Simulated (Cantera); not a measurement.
A closed system holds: 1 mol CH₃SiCl₃, 0.37 mol C₃H₈, 110 mol H₂, at 0.230 bar.

Cantera equilibrium calculation (NASA polynomials, part measured and part estimated; ideal gas, pure solids and liquids). Candidate condensed phases: C, C₆H₆, C₇H₈, C₈H₁₈, Si, SiC; 109 gas species. The feed counts by its element totals alone. The tables' values for SiCl are old estimates; treat these amounts as uncertain. Gases not in the tables: Si₂H₆ and higher silanes. Rates play no part.

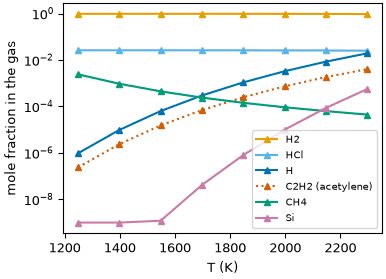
Figure. Equilibrium gas composition (values under 1e-9 drawn at 1e-9)

From 1248 K to 2298 K the condensed part is C(graphite) + SiC(s). The main Si-bearing gas is SiCl₂ at 1248 K and Si at 2298 K.
